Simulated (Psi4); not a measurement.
# BHClO (SMILES O[B]Cl) at UHF/3-21G

What is the energy change on altering one bond length of BHClO at UHF/3-21G? 

The calculation is run with Psi4 1.11.

## (1) Starting point

The species is BHClO (4 atoms), meant as a doublet with charge 0. As SMILES, `O[B]Cl`. The shape is that of a PBE0-D4/def2-TZVP optimisation.

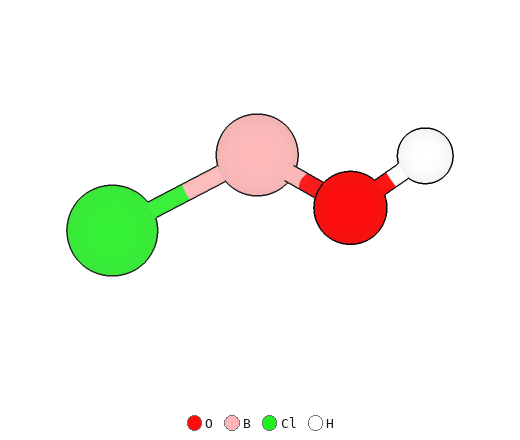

Viewed from a chosen angle; oxygen red, boron pink, chlorine green, hydrogen white.

## (2) Energy and forces at UHF/3-21G

input.inp reads:

```
memory 1.6 GB

molecule m {
  0 2
  O      0.545600     0.191100    -0.589300
  B     -0.429900     0.065600     0.312600
  Cl    -0.557200    -1.323200     1.352900
  H      0.497000     1.006200    -1.096500
  symmetry c1
  no_reorient
  no_com
}

set basis 3-21G
set reference uhf
set puream true
set e_convergence 1e-09
set d_convergence 1e-08
set scf_type pk
set maxiter 200

result, w = gradient('hf', return_wfn=True)
oeprop(w, 'MULLIKEN_CHARGES', 'WIBERG_LOWDIN_INDICES', 'QUADRUPOLE')
```

Command:

```sh
psi4 -n 1 input.inp input.out
```

input.out:

```text
[...]
  Running in c1 symmetry.
[...]
  Nuclear repulsion =   76.699725451239573
[...]
  Multiplicity = 2
[...]
  Nalpha       = 16
  Nbeta        = 15
[...]
    Number of basis functions: 33
[...]
   @UHF iter   1:  -556.83647134679643   -4.89829e-01   1.03968e-02 DIIS/ADIIS
[...]
   @UHF iter  14:  -556.89315794372737   -1.13687e-13   3.56067e-09 DIIS
[...]
   @S^2 Observed:                7.541965264E-01
[...]
  @UHF Final Energy:  -556.89315794372737
   => Energetics <=
    Nuclear Repulsion Energy =             76.6997254512395727
    One-Electron Energy =                -921.2825477508065433
    Two-Electron Energy =                 287.6896643558395112
    Total Energy =                       -556.8931579437273740
  UHF NO Occupations:
  HONO-2 :   14  A 1.9993603
  HONO-1 :   15  A 1.9987172
[...]
  -Total Gradient:
     Atom            X                  Y                   Z
    ------   -----------------  -----------------  -----------------
       1       -0.006840447714    -0.007417818220     0.010718941562
       2        0.011775505714    -0.009136485726    -0.003726795575
       3        0.003134013138     0.019833870574    -0.015959529084
       4       -0.008069071146    -0.003279566628     0.008967383107
[...]
 Multipole Moments:
 ------------------------------------------------------------------------------------
     Multipole            Electronic (a.u.)      Nuclear  (a.u.)        Total (a.u.)
 ------------------------------------------------------------------------------------
 L = 1.  Multiply by 2.5417464519 to convert [e a0] to [Debye]
 Dipole X            :         12.7766024          -12.7747376            0.0018648
 Dipole Y            :         38.2551016          -37.0979695            1.1571322
 Dipole Z            :        -36.2144372           35.4350105           -0.7794267
 Magnitude           :                                                    1.3951574
 L = 2.  Multiply by 1.3450342976 to convert [e a0^2] to [Debye ang]
 Quadrupole XX       :        -50.8637953           31.5344137          -19.3293816
 Quadrupole XY       :        -48.5261446           49.0202467            0.4941022
[...]
  Mulliken Charges: (a.u.)
   Center  Symbol    Alpha    Beta     Spin     Total
       1     O     4.33962  4.33894  0.00068 -0.67857
       2     B     2.72559  1.74710  0.97849  0.52730
       3    CL     8.65536  8.63117  0.02419 -0.28653
       4     H     0.27943  0.28278 -0.00336  0.43779
   Total alpha = 16.00000, Total beta = 15.00000, Total charge = -0.00000
  Wiberg Bond Indices using Orthogonal Lowdin Orbitals:
  Total Bond Index:
  Irrep: 1 Size: 4 x 4
[...]
```

Wall time 0.87 s (1 thread of AMD EPYC 9R45 (Zen 5), shared host); peak memory 0.18 GiB.

## (3) The distorted shape, same level

run.py reads:

```python
import psi4

psi4.set_memory(1600000000)
psi4.set_num_threads(1)
psi4.set_output_file('run.log', False)

mol = psi4.geometry("""
0 2
O      1.06712267     0.75484543    -1.40853571
B     -0.77630516     0.51768480     0.29580828
Cl    -1.05295540    -2.50048561     2.55661047
H      0.97528198     2.29516120    -2.36700480
units au
symmetry c1
no_reorient
no_com
""")

psi4.set_options({
    'basis': '3-21G',
    'reference': 'uhf',
    'puream': True,
    'e_convergence': 1e-09,
    'd_convergence': 1e-08,
    'scf_type': 'pk',
    'maxiter': 200,
})

energy_value, wavefunction = psi4.gradient("hf", return_wfn=True)
psi4.oeprop(wavefunction, "LOWDIN_CHARGES", "MAYER_INDICES", "WIBERG_LOWDIN_INDICES", title="HF")
print('gradient / Eh bohr^-1')
print(energy_value.np.round(6))
print(f'energy = {wavefunction.energy():.10f} Eh')
```

Command:

```sh
python run.py
```

run.log:

```text
[...]
  Running in c1 symmetry.
[...]
  Nuclear repulsion =   70.988111899767603
[...]
  Multiplicity = 2
[...]
  Nalpha       = 16
  Nbeta        = 15
[...]
    Number of basis functions: 33
[...]
   @UHF iter   1:  -556.81811089643679   -7.37793e-01   1.07513e-02 ADIIS/DIIS
[...]
   @UHF iter  13:  -556.88590071028182   -2.72848e-12   9.48252e-09 DIIS
[...]
   @S^2 Observed:                7.568536948E-01
[...]
    Orbital Energies [Eh]
    ---------------------
    Alpha Occupied:
       1A   -104.088905     2A    -20.549180     3A    -10.480762
       4A     -7.946730     5A     -7.940177     6A     -7.940077
       7A     -7.724391     8A     -1.446650     9A     -1.074708
      10A     -0.817319    11A     -0.671226    12A     -0.596073
      13A     -0.576452    14A     -0.456547    15A     -0.449954
      16A     -0.381881
    Alpha Virtual:
      17A      0.096493    18A      0.190919    19A      0.223797
      20A      0.367916    21A      0.588318    22A      0.600490
      23A      0.688366    24A      0.805932    25A      0.844659
[...]
  @UHF Final Energy:  -556.88590071028182
   => Energetics <=
    Nuclear Repulsion Energy =             70.9881118997676026
    One-Electron Energy =                -910.0322128403063289
    Two-Electron Energy =                 282.1582002302569663
    Total Energy =                       -556.8859007102818168
  UHF NO Occupations:
  HONO-2 :   14  A 1.9987309
  HONO-1 :   15  A 1.9980143
[...]
 Multipole Moments:
 ------------------------------------------------------------------------------------
     Multipole            Electronic (a.u.)      Nuclear  (a.u.)        Total (a.u.)
 ------------------------------------------------------------------------------------
 L = 1.  Multiply by 2.5417464519 to convert [e a0] to [Debye]
 Dipole X            :         12.3364277          -12.2695043            0.0669234
 Dipole Y            :         33.1495007          -31.5859067            1.5635940
 Dipole Z            :        -32.4133205           31.3061289           -1.1071916
 Magnitude           :                                                    1.9170754
[...]
  -Total Gradient:
     Atom            X                  Y                   Z
    ------   -----------------  -----------------  -----------------
       1        0.003698262422    -0.001807431366    -0.001884665448
       2        0.009395914738     0.037669385471    -0.033197470007
       3       -0.003852379241    -0.030679030811     0.023852522072
       4       -0.009241797919    -0.005182923293     0.011229613382
[...]
```

On the terminal:

```text
gradient / Eh bohr^-1
[[ 0.003698 -0.001807 -0.001885]
 [ 0.009396  0.037669 -0.033197]
 [-0.003852 -0.030679  0.023853]
 [-0.009242 -0.005183  0.01123 ]]
energy = -556.8859007103 Eh
```

It took 0.84 s on 1 thread of AMD EPYC 9R45 (Zen 5), shared host; peak memory 0.18 GiB.

## (4) What came out

At UHF/3-21G:

| quantity | value |
| --- | --- |
| first shape: total energy | -556.89316 Eh |
| first shape: dipole moment | 3.55 D |
| first shape: HOMO energy (highest over α and β) | -9.83 eV |
| first shape: LUMO energy (lowest over α and β) | 2.60 eV |
| first shape: ⟨S²⟩ | 0.754 |
| first shape: largest force on an atom | 1.319 eV/Å |
| distorted shape: total energy | -556.88590 Eh |
| distorted shape: dipole moment | 4.87 D |
| distorted shape: HOMO energy (highest over α and β) | -10.39 eV |
| distorted shape: LUMO energy (lowest over α and β) | 1.59 eV |
| distorted shape: ⟨S²⟩ | 0.757 |
| distorted shape: largest force on an atom | 2.627 eV/Å |
| energy change with the B2–Cl3 bond stretched from 1.740 to 2.001 Å | 0.197 eV |

What this shows: With the B2–Cl3 bond stretched from 1.740 to 2.001 Å the energy rises by 0.20 eV (4.6 kcal/mol). The first shape isn't relaxed at this level, so the change isn't measured from a minimum. The largest force (first shape) is 1.32 eV/Å: the shape isn't a stationary point for this species at this level. Mulliken charges (first shape) run from -0.68 on O1 to +0.53 on B2.
